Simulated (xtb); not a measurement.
Energy landscape of O2Zr, singlet: map of symmetric stretch and bend. Scanned: Zr-O bond length and O-Zr-O angle.

Calculation: GFN1-xTB (xtb).

Energy in kJ/mol above the lowest grid point; x is the Zr-O bond length (Å), y the O-Zr-O angle (°).

```
y \ x    1.51   1.60   1.69   1.78   1.87   1.96   2.05   2.14   2.23   2.31   2.40
------  -----  -----  -----  -----  -----  -----  -----  -----  -----  -----  -----
180     500.6  164.1   25.4    0.7   40.6  116.6  212.2  318.1  429.0  529.2  642.0
171.36  501.0  164.4   25.5    0.5   40.2  116.0  211.6  317.5  428.4  528.7  641.6
162.73  502.0  165.4   25.9    0.3   39.3  114.7  210.0  315.9  427.0  527.5  640.8
154.09  503.3  166.6   26.5    0.0   38.3  113.1  208.2  314.1  425.4  526.3  640.0
145.45  504.5  167.9   27.3    0.0   37.7  112.1  207.0  313.0  424.7  525.9  640.0
136.82  505.9  169.3   28.4    0.8   38.1  112.4  207.3  313.6  425.5  527.1  641.5
128.18  508.4  171.7   30.7    2.9   40.3  114.7  209.9  316.5  428.8  530.6  645.3
119.55  514.1  176.6   35.3    7.6   45.2  120.0  215.6  322.5  435.0  537.0  651.8
110.91  526.6  186.9   44.6   16.6   54.2  129.2  225.1  332.2  445.0  547.0  661.7
102.27  551.5  207.1   62.0   32.5   69.3  143.9  239.7  346.7  459.4  561.2  675.6
93.64   597.8  244.3   93.1   59.5   93.7  166.6  261.1  367.4  479.3  580.5  694.2
85      680.0  310.2  147.1  104.9  133.0  201.5  292.9  396.7  506.7  606.5  718.7
```

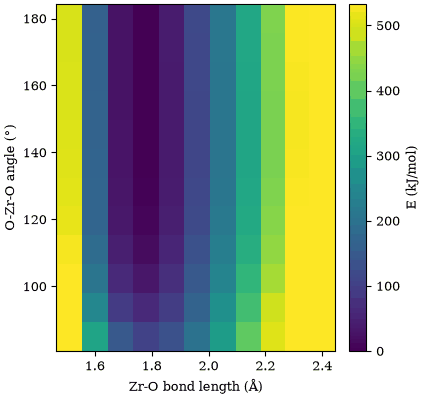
Fig. 1. Energy surface, cut off at 533 kJ/mol.

Points that lie below all their neighbours on the grid: x = 1.78, y = 154.09 (0.0 kJ/mol).
